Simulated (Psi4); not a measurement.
# BH2S2F (SMILES FB(S)S), step by step

Aim: a structure relaxation (B3LYP/def2-SVP), then vibrational wavenumbers, then a single-point energy (CCSD(T)/cc-pVDZ) of BH2S2F. 

The results are computed with Psi4 1.11.

## 1. The system as given

The species is BH2S2F (6 atoms), meant as a singlet with charge 0. As SMILES, `FB(S)S`. Geometry: relaxed at PBE0-D4/def2-TZVP. This is one conformer, not always the lowest. The run starts from this shape.

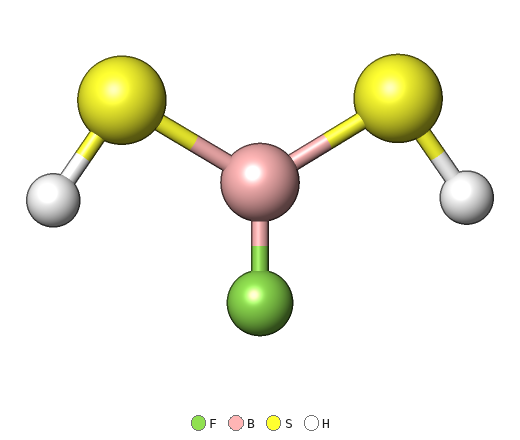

The structure, seen from a chosen angle (fluorine green, boron pink, sulfur yellow, hydrogen white).

## 2. A geometry optimisation at B3LYP/def2-SVP (density fitting) (run 1)

input.inp

```
memory 1600 mb

molecule {
  0 1
  F
  B 1 1.328219
  S 2 1.805308 1 120.52214
  S 2 1.80538 1 120.51979 3 179.99734
  H 3 1.343347 2 94.57632 1 0.00024
  H 4 1.343359 2 94.57748 1 0.00015
  units angstrom
}

set basis def2-SVP
set geom_maxiter 60

result, w = optimize('b3lyp', return_wfn=True)
```

Started as:

```console
psi4 -n 1 input.inp input.out
```

input.out:

```text
[...]
  Running in c1 symmetry.
[...]
  Nuclear repulsion =  187.036875657460797
[...]
  Multiplicity = 1
[...]
  Nalpha       = 24
  Nbeta        = 24
[...]
    Number of basis functions: 74
[...]
   @DF-RKS iter   1:  -921.99535393350141   -1.72176e-01   5.97852e-03 ADIIS/DIIS
[...]
   @DF-RKS iter   7:  -922.08774622774388    7.95808e-13   3.73562e-09 DIIS
[...]
  @DF-RKS Final Energy:  -922.08774622774388
   => Energetics <=
    Nuclear Repulsion Energy =            185.9410459433467508
    One-Electron Energy =               -1643.6685550031127150
    Two-Electron Energy =                 589.4082037964334404
    DFT Exchange-Correlation Energy =     -53.7684409644113828
    Empirical Dispersion Energy =           0.0000000000000000
    VV10 Nonlocal Energy =                  0.0000000000000000
    Total Energy =                       -922.0877462277438781
[...]
 Multipole Moments:
 ------------------------------------------------------------------------------------
     Multipole            Electronic (a.u.)      Nuclear  (a.u.)        Total (a.u.)
 ------------------------------------------------------------------------------------
 L = 1.  Multiply by 2.5417464519 to convert [e a0] to [Debye]
 Dipole X            :          0.0035698           -0.0028069            0.0007628
 Dipole Y            :         -0.0000009           -0.0000067           -0.0000076
 Dipole Z            :         -1.3020019            0.9435212           -0.3584807
 Magnitude           :                                                    0.3584815
[...]
  -Total Gradient:
     Atom            X                  Y                   Z
    ------   -----------------  -----------------  -----------------
       1       -0.000081090235     0.000000247356     0.000018739349
       2        0.000205114936    -0.000000602626    -0.000107804988
       3       -0.000059662300     0.000006148091     0.000056865936
       4       -0.000059645681    -0.000005642720     0.000057000728
       5       -0.000002761651     0.000000423119    -0.000001575182
       6       -0.000002762291    -0.000000573396    -0.000001592712
[...]
    Final optimized geometry and variables:
    Molecular point group: c1
    Full point group: C1
    Geometry (in Angstrom), charge = 0, multiplicity = 1:
    F
    B             1    1.332791
    S             2    1.816538      1  120.376854
    S             2    1.816540      1  120.376484      3 -179.842579
    H             3    1.353267      2   94.797875      1    0.074931
    H             4    1.353267      2   94.797679      1   -0.074912
    Psi4 run time: 0:00:10.89
[...]
```

The script printed:

```text
Optimizer: Optimization complete!
```

Run time: 12 s. Hardware: 1 thread of INTEL XEON PLATINUM 8581C at 2.30GHz (Emerald Rapids), shared host; peak memory 0.48 GiB.

Steps, from the record of the run:

| step | energy from the first frame kept (eV) | largest force (eV/Å) |
| --- | --- | --- |
| 0 | 0.0000 | 0.3122 |
| 1 | -0.0064 | 0.0204 |
| 2 | -0.0065 | 0.0090 |
| 3 | -0.0065 | 0.0119 |

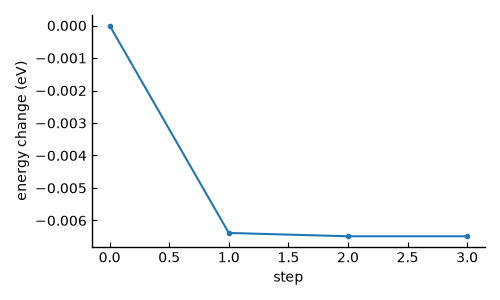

Energy along the run.

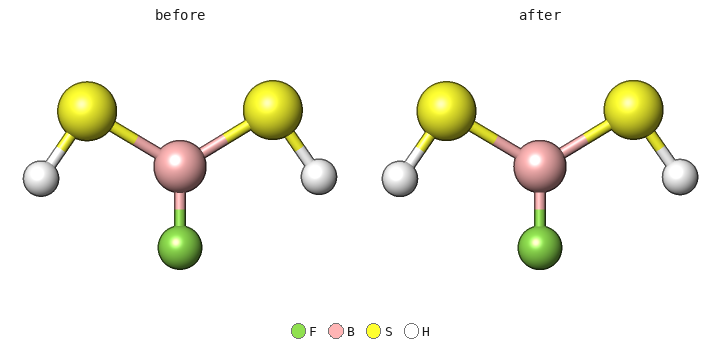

Before and after, at one scale.

After the run. Bond lengths: F1–B2 1.333 Å, B2–S3 1.817 Å, B2–S4 1.817 Å, S3–H5 1.353 Å, S4–H6 1.353 Å. Angles: F1–B2–S3 120.4°, F1–B2–S4 120.4°, S3–B2–S4 119.2°, B2–S3–H5 94.8°, B2–S4–H6 94.8°.

## 3. The harmonic vibrations at B3LYP/def2-SVP (density fitting) (run 2)

input.in

```
memory 1.6 GB

molecule {
  0 1
  F     -0.86696099    -1.45444094     1.91904145
  B     -0.00246798    -0.04724693     0.01750075
  S      3.33842419    -0.05860608    -0.77125581
  S     -2.15047243     1.91004257    -1.80977937
  H      3.98595018    -1.71716011     1.06442037
  H     -4.23336446     1.23077674    -0.49070518
  units bohr
}

set reference rks
set t 400.0
set rotational_symmetry_number 2

e, wfn = frequency('b3lyp/def2-SVP', return_wfn=True)
```

Started as:

```console
psi4 -i input.in -o input.out -n 1
```

input.out:

```text
[...]
  Running in c1 symmetry.
[...]
  Nuclear repulsion =  185.941067076892324
[...]
  Multiplicity = 1
[...]
  Nalpha       = 24
  Nbeta        = 24
[...]
    Number of basis functions: 74
[...]
   @DF-RKS iter   1:  -921.99703603437683   -2.05750e-01   5.94230e-03 ADIIS/DIIS
[...]
   @DF-RKS iter  10:  -922.08774488986046   -1.10276e-11   7.67969e-09 DIIS
[...]
  @DF-RKS Final Energy:  -922.08774488986046
   => Energetics <=
    Nuclear Repulsion Energy =            185.9382681615196020
    One-Electron Energy =               -1643.6631324790428152
    Two-Electron Energy =                 589.4054675440961546
    DFT Exchange-Correlation Energy =     -53.7683481164333870
    Empirical Dispersion Energy =           0.0000000000000000
    VV10 Nonlocal Energy =                  0.0000000000000000
    Total Energy =                       -922.0877448898604598
[...]
  -Total Gradient:
     Atom            X                  Y                   Z
    ------   -----------------  -----------------  -----------------
       1        0.000019343905     0.000072577946     0.000036372065
       2       -0.000033574380    -0.000213261294    -0.000059893315
       3       -0.000132760740     0.000511636569    -0.000497775219
       4       -0.000364640431    -0.000081251768     0.000287874728
       5        0.000153396169    -0.000428446958     0.000488424833
       6        0.000365790349     0.000151424271    -0.000270800725
[...]
  ==> Harmonic Vibrational Analysis <==
[...]
  Freq [cm^-1]                 212.1841            222.8120            340.8072
[...]
  IR activ [km/mol]             0.0001              0.0202              9.1571
[...]
  Freq [cm^-1]                 380.5760            490.6721            519.3664
[...]
  IR activ [km/mol]            34.8015             15.2867              0.6388
[...]
  Freq [cm^-1]                 753.1053            841.5561            997.6444
[...]
  IR activ [km/mol]            69.4269             15.4565             307.9193
[...]
  Freq [cm^-1]                1307.0590           2676.5836           2676.8371
[...]
  IR activ [km/mol]            201.2863             0.1158              0.0002
[...]
  Total E_0, Enthalpy at 0 [K]                                                         -922.06173137 [Eh]
[...]
  Total H, Enthalpy at  400.00 [K]                                                     -922.05223782 [Eh]
[...]
  Total G, Gibbs energy at  400.00 [K]                                                 -922.10239186 [Eh]
[...]
```

Standard output:

```text
Warning: used thermodynamics relations inappropriate for low-frequency modes: ['212.1841' '222.8120' '340.8072' '380.5760' '490.6721' '519.3664']
```

It took 83 s on 1 thread of INTEL XEON PLATINUM 8581C at 2.30GHz (Emerald Rapids), shared host; peak memory 0.48 GiB.

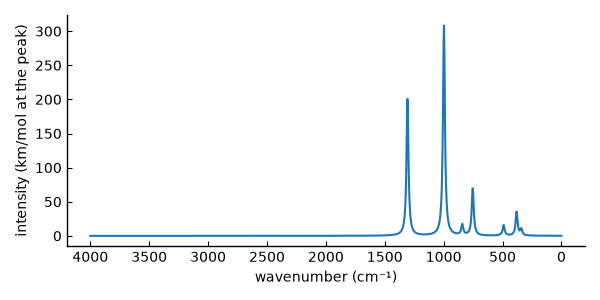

Harmonic infrared spectrum, unscaled, lines broadened by 10 cm⁻¹.

## 4. The energy at CCSD(T)/cc-pVDZ (run 3)

bfh2s2.xyz

```xyz
6
BFH2S2
F     -0.458776    -0.769657     1.015513
B     -0.001306    -0.025002     0.009261
S      1.766618    -0.031013    -0.408131
S     -1.137981     1.010751    -0.957694
H      2.109274    -0.908682     0.563267
H     -2.240200     0.651299    -0.259670
```

job.py

```python
import psi4

psi4.set_memory('1600 MB')
psi4.set_num_threads(1)
psi4.core.set_output_file('output.dat', False)

with open('bfh2s2.xyz') as f:
    atoms = ''.join(f.readlines()[2:])
mol = psi4.geometry('0 1\n' + atoms + 'symmetry c1')

options = {'basis': 'cc-pVDZ', 'scf_type': 'pk', 'freeze_core': True}
psi4.set_options(options)

E, wfn = psi4.energy("ccsd(t)", molecule=mol, return_wfn=True)
print(f'ccsd(t) energy: {E:.10f} Eh')
```

Started as:

```console
python job.py
```

output.dat:

```text
[...]
  Running in c1 symmetry.
[...]
  Nuclear repulsion =  185.941067096938951
[...]
  Multiplicity = 1
[...]
  Nalpha       = 24
  Nbeta        = 24
[...]
    Number of basis functions: 74
[...]
   @RHF iter   1:  -920.40815907308433   -5.22901e-01   4.51099e-03 ADIIS/DIIS
[...]
   @RHF iter  11:  -920.47783402733194   -1.62572e-11   8.54268e-09 DIIS
[...]
    Orbital Energies [Eh]
    ---------------------
    Doubly Occupied:
       1A    -91.968388     2A    -91.968387     3A    -26.326015
       4A     -8.973514     5A     -8.973506     6A     -7.731240
       7A     -6.655413     8A     -6.655412     9A     -6.654018
      10A     -6.654013    11A     -6.652379    12A     -6.652375
      13A     -1.637470    14A     -1.018080    15A     -0.980131
      16A     -0.786640    17A     -0.704215    18A     -0.694083
      19A     -0.643848    20A     -0.537901    21A     -0.499332
      22A     -0.466431    23A     -0.431100    24A     -0.380583
[...]
  @RHF Final Energy:  -920.47783402733194
   => Energetics <=
    Nuclear Repulsion Energy =            185.9410670969389514
    One-Electron Energy =               -1643.5488531726866768
    Two-Electron Energy =                 537.1299520484158165
    Total Energy =                       -920.4778340273319372
[...]
 Multipole Moments:
 ------------------------------------------------------------------------------------
     Multipole            Electronic (a.u.)      Nuclear  (a.u.)        Total (a.u.)
 ------------------------------------------------------------------------------------
 L = 1.  Multiply by 2.5417464519 to convert [e a0] to [Debye]
 Dipole X            :         -0.4625885            0.3242883           -0.1383002
 Dipole Y            :         -0.7550659            0.5292949           -0.2257710
 Dipole Z            :          1.0136161           -0.7105812            0.3030349
 Magnitude           :                                                    0.4024048
[...]
      * MP2 total energy                      = -921.013266845913222
[...]
      * CCSD total energy                     = -921.049970408268223
[...]
      * CCSD(T) total energy                  = -921.065427328795295
```

On the terminal:

```text
ccsd(t) energy: -921.0654273288 Eh
```

Run time: 16 s. Hardware: 1 thread of INTEL XEON PLATINUM 8581C at 2.30GHz (Emerald Rapids), shared host; peak memory 0.38 GiB.

## 5. What came out

```
                                                                     quantity             value
                               run 1, B3LYP/def2-SVP: total energy at the end     -922.08775 Eh
                                         run 1, B3LYP/def2-SVP: dipole moment            0.91 D
                                           run 1, B3LYP/def2-SVP: HOMO energy          -7.20 eV
                                           run 1, B3LYP/def2-SVP: LUMO energy          -0.16 eV
                                         run 1, B3LYP/def2-SVP: HOMO–LUMO gap           7.04 eV
                            run 2, B3LYP/def2-SVP: lowest harmonic wavenumber          212 cm⁻¹
                           run 2, B3LYP/def2-SVP: highest harmonic wavenumber         2677 cm⁻¹
                                     run 2, B3LYP/def2-SVP: zero-point energy       68.3 kJ/mol
run 2, B3LYP/def2-SVP: ideal-gas entropy at 400 K (symmetry number 2 as used)  78.7 cal/(mol K)
                                         run 3, CCSD(T)/cc-pVDZ: total energy     -921.06543 Eh
                  run 3, CCSD(T)/cc-pVDZ: HOMO energy (Hartree–Fock orbitals)         -10.36 eV
                  run 3, CCSD(T)/cc-pVDZ: LUMO energy (Hartree–Fock orbitals)           3.64 eV
                run 3, CCSD(T)/cc-pVDZ: HOMO–LUMO gap (Hartree–Fock orbitals)          14.00 eV
         run 3, CCSD(T)/cc-pVDZ: correlation energy (12 core orbitals frozen)        -587.6 mEh
                                       run 3, CCSD(T)/cc-pVDZ: (T) correction        -15.46 mEh
                                        run 3, CCSD(T)/cc-pVDZ: T1 diagnostic             0.013
```

In words: The optimisation (run 1, B3LYP/def2-SVP) took 4 steps and changed the energy by -0.006 eV. All 12 modes (run 2, B3LYP/def2-SVP) are real, so the shape is a minimum at this level. The triples (run 3, CCSD(T)/cc-pVDZ) make up 2.6 % of the correlation energy.
